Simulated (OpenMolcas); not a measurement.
# Multiconfigurational calculation for Mn²⁺ complex

System: Mn²⁺ with 8 ligands (F; cube, 2.354 Å), embedded in SrF2 by model potentials and point charges, whose field is part of the energies.
Method: state-averaged SS-CASPT2, IPEA shift 0.25, imaginary shift 0.1 hartree, closed shells 3s 3p of the metal and the valence shells of the ligands correlated, active space 5 electrons in the shell 3d, basis ANO-RCC-VTZP on the metal and ANO-RCC-VDZP on the ligands, DKH2 scalar Hamiltonian, spin-orbit coupling by RASSI with atomic mean-field integrals (OpenMolcas).

## Key numbers

- outcome: converged; degenerate states are split by up to 430 cm⁻¹
- energy of the lowest spin-free term: −1957.74955 hartree
- energy of the lowest spin-orbit level: −1957.74962 hartree
- CASPT2 correlation energy: −2.0897 hartree
- largest spread among components of a term: 430.4 cm⁻¹
- lowest reference weight: 0.678
- hardware: 1 thread of Intel Xeon (Sapphire Rapids), 16 GiB of memory available, shared host
- wall time: 15 min
- peak memory: 0.2 GiB

## Notes

The components of ⁴T1, which symmetry makes degenerate, are split by 430 cm⁻¹ in CASPT2, and those of 10 more by over 50 cm⁻¹. This is an artefact; the levels of such states rest on averages and are uncertain by about as much. To bear in mind: small active space favours high spin, ground spin may be wrong; the geometry is set by hand, with no relaxation.

## Input
```
&GATEWAY
Basis set
Mn.ANO-RCC-VTZP.
Mn1 0.0 0.0 0.0 Angstrom
End of basis
Basis set
F.ANO-RCC-VDZP.
L1 1.359083 1.359083 1.359083 Angstrom
L2 1.359083 1.359083 -1.359083 Angstrom
L3 1.359083 -1.359083 1.359083 Angstrom
L4 1.359083 -1.359083 -1.359083 Angstrom
End of basis
Basis set
Sr.EMB-AIMP.Pascual.0s.0s.ECP.SrF2.
PseudoCharge
* 21 symmetry-unique lattice sites within 7.6 angstrom
End of basis
Basis set
F.EMB-AIMP.Pascual.0s.0s.ECP.SrF2.
PseudoCharge
* 40 symmetry-unique lattice sites within 7.6 angstrom
End of basis
Symmetry
XYZ
AngMom=0.0 0.0 0.0
AMFI
RICD
XField
1348 Angstrom 0
* Evjen-weighted lattice charges
&SEWARD
&RASSCF
FileOrb=start.orb
Symmetry=1
Spin=6
nActEl=5 0 0
Inactive=23 26
Ras2=5 0
CIRoot=1 1 1
SDav=1
CIMx=300
Iter=150 100
PrWF=0.3
OrbListing=Nothing
MaxOrb=1
LevShft=1.0
>>> COPY $Project.JobIph JOB001
&RASSCF
FileOrb=start.orb
Symmetry=1
Spin=4
nActEl=5 0 0
Inactive=23 26
Ras2=5 0
CIRoot=24 24 1
SDav=24
CIMx=300
Iter=150 100
PrWF=0.3
OrbListing=Nothing
MaxOrb=0
LevShft=1.0
>>> COPY $Project.JobIph JOB002
&RASSCF
FileOrb=start.orb
Symmetry=1
Spin=2
nActEl=5 0 0
Inactive=23 26
Ras2=5 0
CIRoot=75 75 1
SDav=75
CIMx=300
Iter=150 100
PrWF=0.3
OrbListing=Nothing
MaxOrb=0
LevShft=1.0
>>> COPY $Project.JobIph JOB003
&RASSI
NrOfJobIphs=3 1 24 75
1
1 2 3 4 5 6 7 8 9 10 11 12 13 14 15 16 17 18 19 20 21 22 23 24
1 2 3 4 5 6 7 8 9 10 11 12 13 14 15 16 17 18 19 20 21 22 23 24 25 26 27
28 29 30 31 32 33 34 35 36 37 38 39 40 41 42 43 44 45 46 47 48 49 50 51
52 53 54 55 56 57 58 59 60 61 62 63 64 65 66 67 68 69 70 71 72 73 74 75
IphNames
JOB001
JOB002
JOB003
EJob
SpinOrbit
DIPRint=1.0
SOCoupling=1000.0
Subsets=2
Property=9
'ANGMOM' 1 'ANGMOM' 2 'ANGMOM' 3 'MLTPL  1' 1 'MLTPL  1' 2 'MLTPL  1' 3
'AMFI' 1 'AMFI' 2 'AMFI' 3
SOProperty=3
'ANGMOM' 1 'ANGMOM' 2 'ANGMOM' 3
>>> COPY JOB001 $Project.JobIph
&CASPT2
Multistate=1 1
Frozen=6 7
IPEA=0.25
Imaginary=0.1
MaxIter=60
WThr=0.0 0.3 0.05
PrWF=0.5
NoMix
>>> COPY JOB002 $Project.JobIph
&CASPT2
Multistate=24 1 2 3 4 5 6 7 8 9 10 11 12 13 14 15 16 17 18 19 20 21 22
23 24
NoMult
Frozen=6 7
IPEA=0.25
Imaginary=0.1
MaxIter=60
WThr=0.0 0.3 0.05
PrWF=0.5
NoMix
>>> COPY JOB003 $Project.JobIph
&CASPT2
Multistate=75 1 2 3 4 5 6 7 8 9 10 11 12 13 14 15 16 17 18 19 20 21 22
23 24 25 26 27 28 29 30 31 32 33 34 35 36 37 38 39 40 41 42 43 44 45 46
47 48 49 50 51 52 53 54 55 56 57 58 59 60 61 62 63 64 65 66 67 68 69 70
71 72 73 74 75
NoMult
Frozen=6 7
IPEA=0.25
Imaginary=0.1
MaxIter=60
WThr=0.0 0.3 0.05
PrWF=0.5
NoMix
```

The file start.orb holds starting orbitals from an earlier step. A driver script formed the levels outside the program, from RASSI's spin-orbit matrix and the CASPT2 energies (for multi-state variants, the effective Hamiltonian), averaged over the components of each term or state. The log and the time are those of the CASPT2 step.

Command:
```bash
OMP_NUM_THREADS=1 MOLCAS_MEM=3686 MOLCAS_PROJECT=a pymolcas a.inp > a.log  # once for each step of the input, in one work folder
```

## The program's output (extracts)
```
--- CASPT2 ---
Orbital specifications:
      -----------------------

      Symmetry species                           1   2
                                                ag  au
      Frozen orbitals                            6   7
      Inactive orbitals                         17  19
      Active orbitals                            5   0
      Secondary orbitals                        58  59
      Deleted orbitals                           0   0
      Number of basis functions                 86  85
Type of calculation                        SS-CASPT2
      Fock operator                              state-specific
      IPEA shift                                 0.25
      Real shift                                 0.00
      Imaginary shift                            0.10
      The input orbitals will be transformed to quasi-canonical
Reference energy:       -1955.6598717947
      E2 (Non-variational):      -2.0884766519
      Shift correction:          -0.0011983912
      E2 (Variational):          -2.0896750431
      Total energy:           -1957.7495468378
      Residual norm:              0.0000007373
      Reference weight:           0.68943
      Contributions to the CASPT2 correlation energy
      Active & Virtual Only:         -0.0788044340
      One Inactive Excited:          -0.2430760624
      Two Inactive Excited:          -1.7665961555
::    CASPT2 Root  1     Total energy:  -1957.74954684
--- CASPT2 ---
Orbital specifications:
      -----------------------

      Symmetry species                           1   2
                                                ag  au
      Frozen orbitals                            6   7
      Inactive orbitals                         17  19
      Active orbitals                            5   0
      Secondary orbitals                        58  59
      Deleted orbitals                           0   0
      Number of basis functions                 86  85
Type of calculation                        SS-CASPT2
      Fock operator                              state-specific
      IPEA shift                                 0.25
      Real shift                                 0.00
      Imaginary shift                            0.10
      The input orbitals will be transformed to quasi-canonical
Reference energy:       -1955.5210867475
      E2 (Non-variational):      -2.1121856531
      Shift correction:          -0.0012337965
      E2 (Variational):          -2.1134194496
      Total energy:           -1957.6345061972
      Residual norm:              0.0000001831
      Reference weight:           0.68607
      Contributions to the CASPT2 correlation energy
      Active & Virtual Only:         -0.0918022313
      One Inactive Excited:          -0.2491221603
      Two Inactive Excited:          -1.7712612616
Reference energy:       -1955.5210867475
      E2 (Non-variational):      -2.1120763522
      Shift correction:          -0.0012339072
      E2 (Variational):          -2.1133102594
      Total energy:           -1957.6343970069
      Residual norm:              0.0000001847
      Reference weight:           0.68608
      Contributions to the CASPT2 correlation energy
      Active & Virtual Only:         -0.0917460888
      One Inactive Excited:          -0.2490742287
      Two Inactive Excited:          -1.7712560347
::    CASPT2 Root  1     Total energy:  -1957.63450620
::    CASPT2 Root  2     Total energy:  -1957.63439701
::    CASPT2 Root  3     Total energy:  -1957.63346430
::    CASPT2 Root  4     Total energy:  -1957.62801173
::    CASPT2 Root  5     Total energy:  -1957.62808142
::    CASPT2 Root  6     Total energy:  -1957.62805340
::    CASPT2 Root  7     Total energy:  -1957.62643275
::    CASPT2 Root  8     Total energy:  -1957.62720545
::    CASPT2 Root  9     Total energy:  -1957.62709232
::    CASPT2 Root 10     Total energy:  -1957.60040436
::    CASPT2 Root 11     Total energy:  -1957.60040198
::    CASPT2 Root 12     Total energy:  -1957.59844312
::    CASPT2 Root 13     Total energy:  -1957.60420344
::    CASPT2 Root 14     Total energy:  -1957.60416693
::    CASPT2 Root 15     Total energy:  -1957.60422786
::    CASPT2 Root 16     Total energy:  -1957.60264103
::    CASPT2 Root 17     Total energy:  -1957.60271039
::    CASPT2 Root 18     Total energy:  -1957.55073975
::    CASPT2 Root 19     Total energy:  -1957.54663588
::    CASPT2 Root 20     Total energy:  -1957.54592993
::    CASPT2 Root 21     Total energy:  -1957.54608792
::    CASPT2 Root 22     Total energy:  -1957.54195227
::    CASPT2 Root 23     Total energy:  -1957.54190710
::    CASPT2 Root 24     Total energy:  -1957.54192858
--- CASPT2 ---
Orbital specifications:
      -----------------------

      Symmetry species                           1   2
                                                ag  au
      Frozen orbitals                            6   7
      Inactive orbitals                         17  19
      Active orbitals                            5   0
      Secondary orbitals                        58  59
      Deleted orbitals                           0   0
      Number of basis functions                 86  85
Type of calculation                        SS-CASPT2
      Fock operator                              state-specific
      IPEA shift                                 0.25
      Real shift                                 0.00
      Imaginary shift                            0.10
      The input orbitals will be transformed to quasi-canonical
Reference energy:       -1955.4616675770
      E2 (Non-variational):      -2.1184812221
      Shift correction:          -0.0012566837
      E2 (Variational):          -2.1197379058
      Total energy:           -1957.5814054828
      Residual norm:              0.0000000945
      Reference weight:           0.68481
      Contributions to the CASPT2 correlation energy
      Active & Virtual Only:         -0.0927029987
      One Inactive Excited:          -0.2572679349
      Two Inactive Excited:          -1.7685102885
Reference energy:       -1955.4616675770
      E2 (Non-variational):      -2.1185258324
      Shift correction:          -0.0012573086
      E2 (Variational):          -2.1197831411
      Total energy:           -1957.5814507180
      Residual norm:              0.0000000993
      Reference weight:           0.68479
      Contributions to the CASPT2 correlation energy
      Active & Virtual Only:         -0.0927406738
      One Inactive Excited:          -0.2572793507
      Two Inactive Excited:          -1.7685058079
::    CASPT2 Root  1     Total energy:  -1957.58140548
::    CASPT2 Root  2     Total energy:  -1957.58145072
::    CASPT2 Root  3     Total energy:  -1957.58126961
::    CASPT2 Root  4     Total energy:  -1957.57675186
::    CASPT2 Root  5     Total energy:  -1957.57727027
::    CASPT2 Root  6     Total energy:  -1957.57708918
::    CASPT2 Root  7     Total energy:  -1957.57714706
::    CASPT2 Root  8     Total energy:  -1957.57411156
::    CASPT2 Root  9     Total energy:  -1957.57394164
::    CASPT2 Root 10     Total energy:  -1957.57407246
::    CASPT2 Root 11     Total energy:  -1957.57128676
::    CASPT2 Root 12     Total energy:  -1957.57190422
::    CASPT2 Root 13     Total energy:  -1957.57205408
::    CASPT2 Root 14     Total energy:  -1957.56691202
::    CASPT2 Root 15     Total energy:  -1957.56696628
::    CASPT2 Root 16     Total energy:  -1957.56721470
::    CASPT2 Root 17     Total energy:  -1957.56117669
::    CASPT2 Root 18     Total energy:  -1957.56107020
::    CASPT2 Root 19     Total energy:  -1957.55383685
::    CASPT2 Root 20     Total energy:  -1957.55384692
::    CASPT2 Root 21     Total energy:  -1957.55383906
::    CASPT2 Root 22     Total energy:  -1957.54536421
::    CASPT2 Root 23     Total energy:  -1957.54617828
::    CASPT2 Root 24     Total energy:  -1957.54621114
::    CASPT2 Root 25     Total energy:  -1957.54556012
::    CASPT2 Root 26     Total energy:  -1957.53686205
::    CASPT2 Root 27     Total energy:  -1957.53681584
::    CASPT2 Root 28     Total energy:  -1957.53667543
::    CASPT2 Root 29     Total energy:  -1957.53391734
::    CASPT2 Root 30     Total energy:  -1957.53374122
```

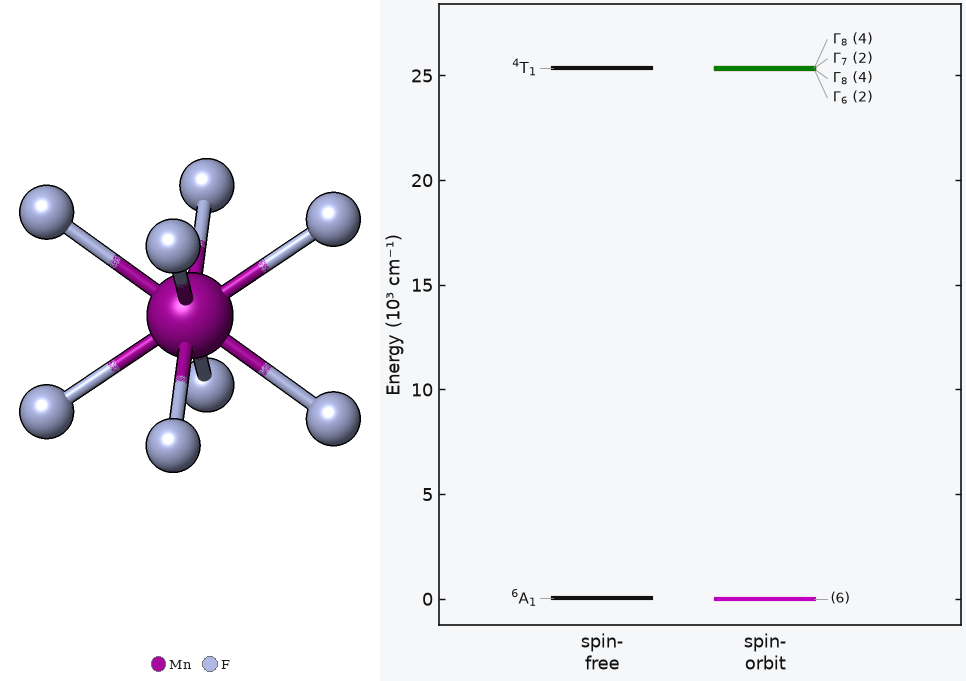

**Figure 1.** Mn²⁺ (3d⁵) as a dopant in SrF₂, a cluster with its 8 nearest F⁻ at 2.354 Å (cube) embedded in model potentials and point charges; the geometry was set, not optimised, and its levels. Labels give the representation in O, Td, D4 or D3 as the site allows (double group for half-integer spin) where it could be assigned and, in brackets, the degeneracy; spin-free states, where drawn, share the zero of the spin-orbit levels. The ground level is 6-fold degenerate, 100 % from states of spin multiplicity 6. The next level lies at 25,300 cm⁻¹ (Γ₆). The lowest spin-free state is ⁶A₁, from the free-ion S term.
